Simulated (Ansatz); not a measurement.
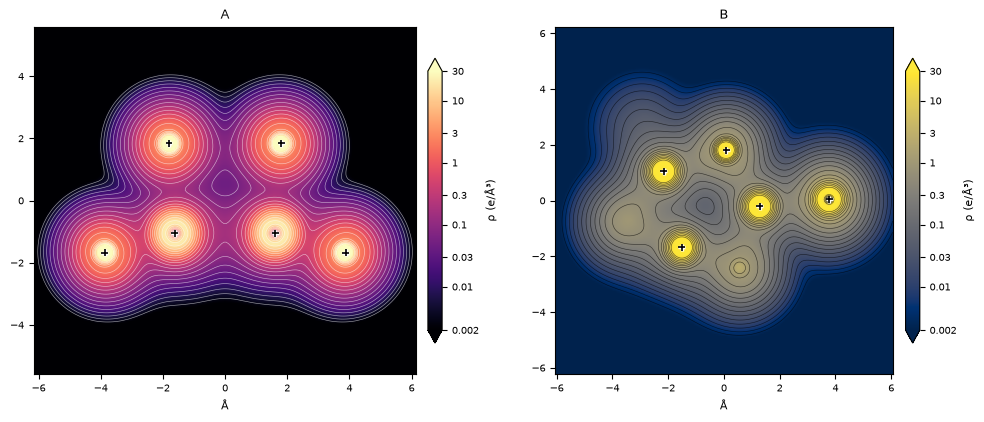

The electron density of 2 systems, each on a plane through atoms (crosses mark nuclei in the plane).

Level of theory: RKS PBE0-D4/def2-SVP (Ansatz 0.2.0).

System 1: Ga$_{5}$I$_{3}$P$_{4}$, the plane of atoms Ga6, P1 and Ga7. Geometry: PBE-D4/def2-SVP; core potentials replace the inner electrons of I.

```xyz
12

P    -0.6879   -2.2587    0.7496
P     1.8899   -1.3433   -2.6673
P    -2.3275    1.7197   -0.2362
P     1.9064    1.1162    1.0646
Ga   -1.8914   -0.4382   -0.0677
Ga    0.0746   -2.0079   -1.4794
Ga    0.5963   -0.6534    1.8897
Ga    2.0371   -0.0888   -0.8632
Ga   -0.1331    2.1197    0.1964
I    -2.3328   -2.0549   -2.5785
I     0.2439   -0.5865    4.3761
I     0.6244    4.4759   -0.3842
```

System 2: Cl$_{6}$In$_{4}$P$_{2}$, the plane of atoms Cl8, In2 and Cl12. Geometry: r2SCAN-D4/def2-SVP; core potentials replace the inner electrons of In.

```xyz
12

In    1.5707    0.7169   -1.2452
In   -1.8361    1.0519   -0.6070
In    0.1644    1.0607    1.9219
In   -0.5465   -2.0080    0.4384
P     0.2562    2.5350   -0.2118
P    -1.9847   -0.3506    1.5713
Cl   -0.1687   -4.2862    0.1459
Cl   -3.5922    1.4830   -2.1052
Cl    1.2179    1.5053    3.9730
Cl    3.3618    0.2550   -2.6584
Cl    1.8967   -0.9761    0.8033
Cl   -0.3395   -0.9870   -2.0263
```

### Which map belongs to which system?

Panel A is system 2, Cl$_{6}$In$_{4}$P$_{2}$: the plane holds In and Cl. In–Cl (2.35 Å): the density is about 0.51 e/Å³ at the midpoint. Panel B is system 1, Ga$_{5}$I$_{3}$P$_{4}$: the plane holds P, Ga and I. Ga–I (2.51 Å): ρ is about 0.53 e/Å³ halfway, with its minimum of 0.48 e/Å³ about 1.1 Å from Ga.
